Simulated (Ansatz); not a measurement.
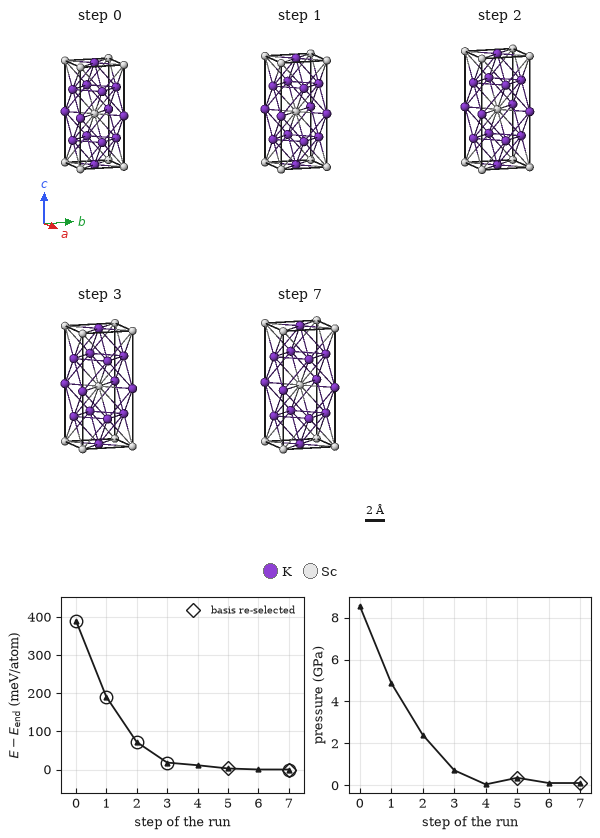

Frames of a relaxation of crystalline K3Sc (built on the TiAl3 (D0_22)_139 type) (coarse preliminary run), marked on the history of the run. Style: ball-and-stick. Shown: the conventional cell (2 times the calculation's cell), slightly off an axis. Lengths and directions refer to the drawn axes.

Case: TiAl3 (D0_22) type (I4/mmm, No. 139).

These are results of DFT PBE, scalar-relativistic, plane waves, PAW in Ansatz 0.2.0, not measurements.

The input:
```yaml
crystal:
  lattice:
    - [-2.4399388009, 2.4399388009, 5.450252906]
    - [2.4399388009, -2.4399388009, 5.450252906]
    - [2.4399388009, 2.4399388009, -5.450252906]
  atoms:
    - { symbol: K, position: [0.5, 0.5, 0.0] }
    - { symbol: K, position: [0.25, 0.75, 0.5] }
    - { symbol: K, position: [0.75, 0.25, 0.5] }
    - { symbol: Sc, position: [0.0, 0.0, 0.0] }
basis:
  ecutwfc: 420
kpoints:
  mp_grid: { grid: [6, 6, 6] }
hamiltonian:
  xc: pbe
scf:
  occupations: { method: gaussian, width: 0.1 }
  lower_state_search: "off"
output:
  forces: true
  stress: true
  eigenvalues: true
relax:
  adjacent_minimum: "off"
  f_tol: 0.04
  max_steps: 70
  cell: { stress_tol: 0.4 }
```

Command:
```bash
ansatz run input.yaml --threads 1 --pin off --max-ram 2560MiB --backend cpu --events-out ev --progress --plain --runs-dir out
```

Describe the path.

Answer. No atom moves by more than 0.005 Å relative to the cell. Cell: a = b 4.880 → 5.792 Å (+18.7 %), c 10.901 → 12.657 Å (+16.1 %). Volume +63.6 %. Among the contacts that change: K1–Sc4 3.451 → 4.096 Å, K2–K3 3.451 → 4.096 Å, K1–K2 3.658 → 4.290 Å, K2–Sc4 3.658 → 4.290 Å. The space group stays I4/mmm (No. 139). The energy falls by 391 meV per atom in 5 accepted moves (7 points after the start). All forces vanish by symmetry, so only the cell relaxes. The pressure goes from 8.57 to 0.11 GPa. The SCF was repeated twice at an unchanged geometry on a basis and grid sized afresh for the cell, which shifted the energy by 8.5 meV per atom at most. From step 0 to 1: volume +15.0 %, energy −200 meV per atom. From step 1 to 2: volume +14.4 %, energy −118 meV per atom. From step 2 to 3: volume +13.4 %, energy −53.8 meV per atom. From step 3 to 7: volume +9.7 %, energy −18.2 meV per atom.

```csv
step,"E − E(0), meV/atom","pressure, GPa","volume, Å³/atom",note
0,0.00,8.57,32.447,
1,-200.05,4.88,37.328,
2,-318.51,2.41,42.686,
3,-372.34,0.72,48.404,
4,-379.30,0.05,51.351,
5,-387.78,0.36,51.351,"same geometry, new basis"
6,-390.47,0.11,53.083,
7,-390.52,0.11,53.083,"same geometry, new basis"
```
